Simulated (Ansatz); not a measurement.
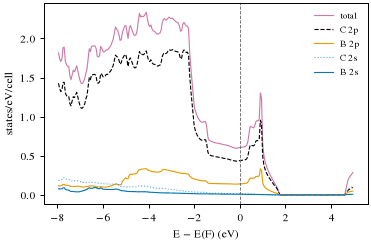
Figure. Total and projected density of states of BC$_{5}$ in space group I-4m2 (No. 119; B on 2c, C on 4e, C on 2b, C on 4f), PBE (plane waves, PAW; program Ansatz)

Which orbitals carry the states next to the Fermi level?

Within 0.5 eV of the Fermi level: C 2p 73 %, B 2p 23 %. Projections are on Löwdin-orthogonalised atomic valence shells; empty p or d shells of many metals are not among them.

Where is the tallest occupied peak in this window, and what makes it?

Near -4.1 eV, about 2.3 states/eV per cell; the largest projected share is C 2p.

The workflow started from a Materials Project entry (that database holds measured and hypothetical structures alike); the Crystallography Open Database copy checked does not list it. Its standing as an ambient phase is unchecked. Symmetry was held in the PBE relaxation; whether a distortion lowers the energy is not shown. Its formation energy is positive at this level, so the cell may be metastable or incomplete.

Potentials: the later of the program's two PAW sets.
